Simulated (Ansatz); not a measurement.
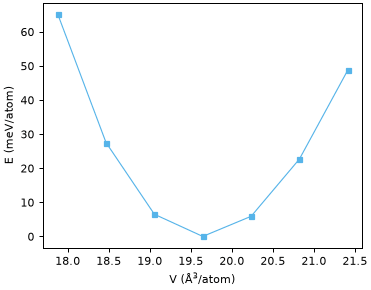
Fig. 1. ZrSi (rock salt, Fm-3m) under volume change, PBE (plane waves, PAW; program Ansatz), scaled uniformly.

Q: What does a third-order Birch–Murnaghan fit give for V₀, B₀ and B′?

A: V₀ = 19.65 Å³/atom, B₀ = 113 GPa, B′ = 3.8.

The cell is a constructed one: a structure type filled with these elements; neither database checked (COD, Materials Project) lists it. COD files the formula under space group No. 62, 63, so this cell is another polymorph or a model. Whether it is the stable phase at ambient conditions was not checked. The cell was relaxed with PBE under the symmetry of its start; of distortions, only those at the zone centre were tested. The run is not spin-polarised.

Potentials: the later of the program's two PAW sets.
